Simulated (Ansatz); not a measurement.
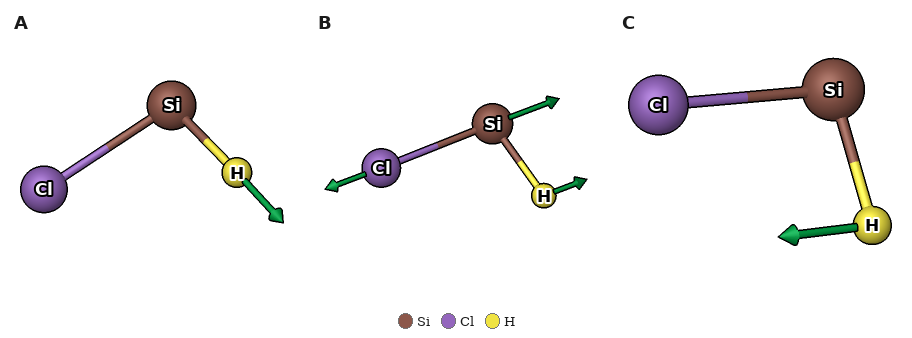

3 normal modes of one molecule or complex, as arrows. Harmonic vibrations computed with RKS PBE0-D4/def2-TZVP (Ansatz 0.2.0) at a stationary point of the same level.

Question: Match the panels to the wavenumbers 525 cm⁻¹, 812 cm⁻¹, 2019 cm⁻¹.

Answer: A: 2019 cm⁻¹, Si–H stretching
B: 525 cm⁻¹, Cl–Si stretching
C: 812 cm⁻¹, Cl–Si–H bending
